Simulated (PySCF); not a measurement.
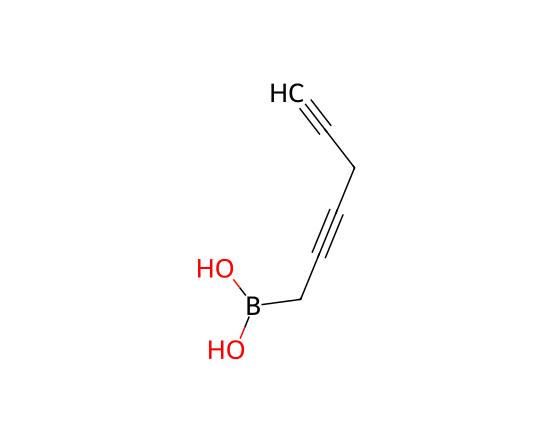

The geometry was computed by an optimisation with GFN2-xTB. No frequency run is at hand to confirm it as a minimum. Method: PBE0/pcSseg-1, gas phase (PySCF 2.14.0).

**What is the HOMO–LUMO gap?**

8.21 eV.

**What is the HOMO energy (Kohn–Sham orbital)?**

−7.45 eV.

**Give the dipole moment at this level.**

0.81 D.

The geometry is semi-empirical. Around B such bond lengths and angles can be off by a tenth of an ångström or more and by several degrees, and values that hang on the shape move with them.
